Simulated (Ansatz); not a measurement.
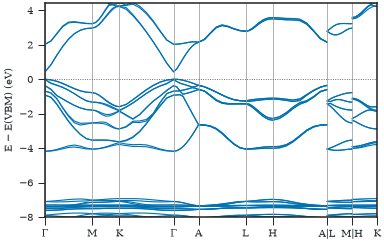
Band structure from plane-wave PAW PBE with spin–orbit coupling (Ansatz code)

Task: Read off the gap and where the band edges lie.

Result: About 0.4 eV (0.42 eV by a search for the band edges); maximum at Γ, minimum at Γ.

The material is CdSe (wurtzite, P6_3mc).

The PBE relaxation kept the symmetry of its start; phonons on a q-mesh show no instability.

Potentials: the later of the program's two PAW sets.
